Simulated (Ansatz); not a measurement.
# N2 (nitrogen) at r2SCAN-D3(BJ)/cc-pwCVTZ (Coulomb fitting set)

Aim: the energy change on altering one bond length of N2 (nitrogen) at r2SCAN-D3(BJ)/cc-pwCVTZ (Coulomb fitting set), from 2 runs. 

The calculation is run with Ansatz 0.2.0.

11 further runs of the same task are left out: 2 that didn't finish, 9 set aside as unsound or not needed.

### Step 1. Starting point

The species is N2 (2 atoms), meant as a singlet with charge 0. SMILES: `N#N`. The coordinates come from a PBE0-D4/def2-TZVP relaxation.

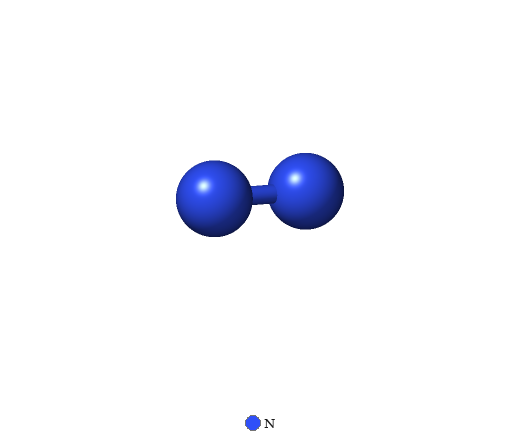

Viewed from a chosen angle; nitrogen blue.

### Step 2. Energy and forces at r2SCAN-D3(BJ)/cc-pwCVTZ (Coulomb fitting set)

File in.yaml:

```yaml
crystal:
  periodic: [false, false, false]
  atoms:
    - {symbol: N, position_ang: [0.465500, -0.150300, 0.239800]}
    - {symbol: N, position_ang: [-0.465500, 0.150300, -0.239800]}
basis:
  gaussian:
    orbitals: cc-pwCVTZ.json
    fitting: {mean_field: x2c-jfit}
hamiltonian:
  xc: r2scan
  dispersion: d3bj
accuracy: high
output: {forces: true}
```

The basis set cc-pwCVTZ is read from a file made from the Basis Set Exchange's data (not shown).

Started as:

```sh
$ ansatz run in.yaml --threads 1 --pin off --max-ram 2610MiB --events-out events.jsonl --progress --plain --runs-dir runs
```

Output:

```text
Warning: the engine holds no damping parameters fitted to this dispersion correction and functional, so the run takes those fitted to r2scan beside the three-body term, which d3bj leaves out (hamiltonian.dispersion, under Limitations)
Warning: RAYON_NUM_THREADS=1 ignored (pool sized by the plan → 1); use --threads N
Functional definition: r2SCAN
  name "r2SCAN"
  parameter k0 = 0.174
  parameter k1 = 0.065
  parameter a1 = 4.9479
  exchange = r2scan_x(k0 = k0, k1 = k1, a1 = a1)
  correlation = r2scan_c
140 factors; integrals over basis functions are off by at most 9.6e0 eV
mean field evaluation 1: about -2978.6872 eV, gradient 2.7e1 eV
mean field evaluation 2: about -2979.2703 eV, gradient 2.0e1 eV
mean field evaluation 4: about -2979.9221 eV, gradient 1.1e-1 eV
mean field evaluation 8: about -2979.9266 eV, gradient 2.6e-4 eV
mean field evaluation 16: about -2979.9266 eV, gradient 1.9e-8 eV
mean field -2979.92664931 eV, -109.5102844952 hartree, gradient 7.6e-9 eV, S^2 0.000000; 0 other end points of the search recorded, 0 dependent functions left out
the calculation of the forces begins
reference -2979.92664957 eV, -109.5102845049 hartree; 7, 7 occupied and 79, 79 virtual orbitals, 140 factors
Total energy: -2979.92944644 eV, -109.5103872880 hartree
Atom 0 at     0.465500    -0.150300     0.239800 Å, force     0.480261    -0.155066     0.247404 eV/Å
Atom 1 at    -0.465500     0.150300    -0.239800 Å, force    -0.480261     0.155066    -0.247404 eV/Å
Dipole moment:     0.000000    -0.000000    -0.000000 e Å
```

Run time: 2.2 s. Hardware: 1 thread of Intel Xeon Platinum 8488C (Sapphire Rapids), shared host.

### Step 3. The distorted shape

Changes to in.yaml since step 2:

```diff
@@ -3,3 +3,3 @@
   atoms:
-    - {symbol: N, position_ang: [0.465500, -0.150300, 0.239800]}
+    - {symbol: N, position_ang: [0.372398, -0.120239, 0.191839]}
     - {symbol: N, position_ang: [-0.465500, 0.150300, -0.239800]}
```

The basis set cc-pwCVTZ is read from a file made from the Basis Set Exchange's data (not shown).

Started as:

```sh
$ ansatz run in.yaml --threads 1 --pin off --max-ram 2610MiB --events-out events.jsonl --progress --plain --runs-dir runs
```

Output, cut to the lines that bear on the results:

```text
Warning: the engine holds no damping parameters fitted to this dispersion correction and functional, so the run takes those fitted to r2scan beside the three-body term, which d3bj leaves out (hamiltonian.dispersion, under Limitations)
Warning: RAYON_NUM_THREADS=1 ignored (pool sized by the plan → 1); use --threads N
[... 2 set-up lines as earlier in the session ...]
[...]
140 factors; integrals over basis functions are off by at most 9.6e0 eV
[...]
mean field -2978.66026698 eV, -109.4637458030 hartree, gradient 6.2e-8 eV, S^2 0.000000; 0 other end points of the search recorded, 0 dependent functions left out
[...]
reference -2978.66026724 eV, -109.4637458125 hartree; 7, 7 occupied and 79, 79 virtual orbitals, 140 factors
Total energy: -2978.66306440 eV, -109.4638486064 hartree
Atom 0 at     0.372398    -0.120239     0.191839 Å, force    21.997097    -7.102383    11.331695 eV/Å
Atom 1 at    -0.465500     0.150300    -0.239800 Å, force   -21.997097     7.102383   -11.331695 eV/Å
Dipole moment:     0.000000    -0.000000     0.000000 e Å
```

Wall time 1.6 s (1 thread of Intel Xeon Platinum 8488C (Sapphire Rapids), shared host).

### Step 4. Summary of results

Level: r2SCAN-D3(BJ)/cc-pwCVTZ (Coulomb fitting set).

| quantity | value |
| --- | --- |
| first shape: total energy | -109.51039 Eh |
| first shape: dipole moment | 0.00 D |
| first shape: dispersion energy | -0.27 kJ/mol |
| first shape: largest force on an atom | 0.562 eV/Å |
| distorted shape: total energy | -109.46385 Eh |
| distorted shape: dipole moment | 0.00 D |
| distorted shape: dispersion energy | -0.27 kJ/mol |
| distorted shape: largest force on an atom | 25.743 eV/Å |
| energy change with the N1–N2 bond shortened from 1.090 to 0.981 Å | 1.266 eV |

In words: With the N1–N2 bond shortened from 1.090 to 0.981 Å the energy rises by 1.27 eV (122 kJ/mol). The first shape isn't relaxed at this level, so the change isn't measured from a minimum. The largest force (first shape) is 0.56 eV/Å: the shape isn't a stationary point for this species at this level.
